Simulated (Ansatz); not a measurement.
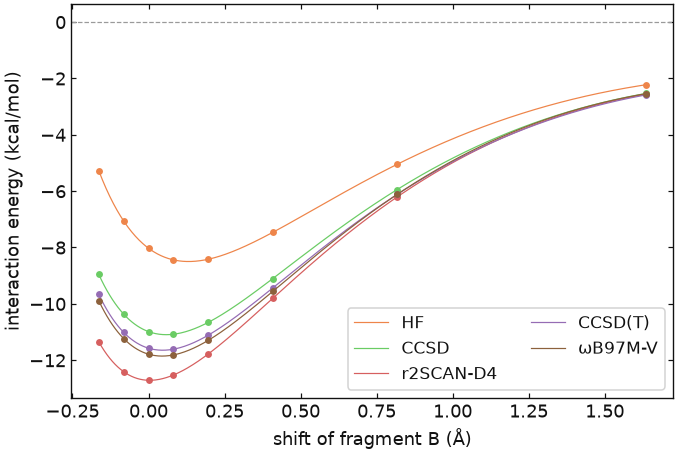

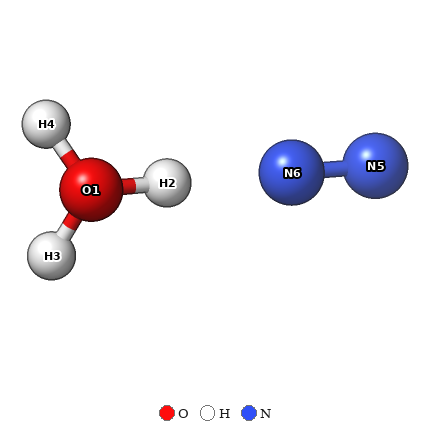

Interaction curve of the pair H₃O⁺ (A) and N₂ (B), SMILES [OH3+].N#N, from the arrangement drawn (closest contact, H···H pairs aside, H2···N6 1.64 Å; others can bind more strongly), without the energy that it costs to deform the partners. The Ansatz code 0.2.0, def2-TZVPPD, cores frozen in correlated methods. Fragment B of a pair is moved rigidly from the minimum (PBE0-D4/def2-TZVP) along the line between the fragments' mean atom positions; interaction energies with counterpoise. Splines pass through the computed points, which are marked.

### Order the curves at −0.16 Å, where they differ most.

r2SCAN-D4 −11.35, ωB97M-V −9.89, CCSD(T) −9.66, CCSD −8.96, HF −5.28 kcal/mol, from lowest to highest.

### Which curve follows CCSD(T) best, and which worst?

Best ωB97M-V, worst HF; largest departures, offsets in depth included: ωB97M-V 0.23, CCSD 0.71, r2SCAN-D4 1.68, HF 4.39 kcal/mol. CCSD(T) is in the same finite basis, not at its limit.

### Give the values at the computed points.

In kcal/mol:
| shift of fragment B (Å) | HF | CCSD | r2SCAN-D4 | CCSD(T) | ωB97M-V |
| --- | --- | --- | --- | --- | --- |
| −0.16 | −5.28 | −8.96 | −11.35 | −9.66 | −9.89 |
| −0.08 | −7.06 | −10.36 | −12.41 | −11.01 | −11.23 |
| 0.00 | −8.03 | −10.99 | −12.71 | −11.57 | −11.79 |
| 0.08 | −8.44 | −11.08 | −12.53 | −11.61 | −11.81 |
| 0.20 | −8.42 | −10.66 | −11.78 | −11.11 | −11.30 |
| 0.41 | −7.46 | −9.10 | −9.80 | −9.43 | −9.56 |
| 0.82 | −5.05 | −5.94 | −6.21 | −6.12 | −6.12 |
| 1.64 | −2.23 | −2.54 | −2.56 | −2.59 | −2.54 |
